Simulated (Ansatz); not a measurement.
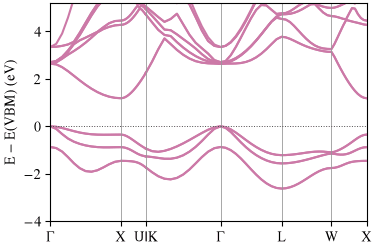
Band structure from plane-wave PAW PBEsol with spin–orbit coupling (Ansatz code)

### Question
Read off the gap and where the band edges lie.

### Answer
About 1.2 eV (1.19 eV by a search for the band edges); maximum at Γ, minimum at X.

The material is BaTe (rock salt, Fm-3m).

The cell was relaxed with PBEsol under the symmetry of its start.

Potentials: the later of the program's two PAW sets.
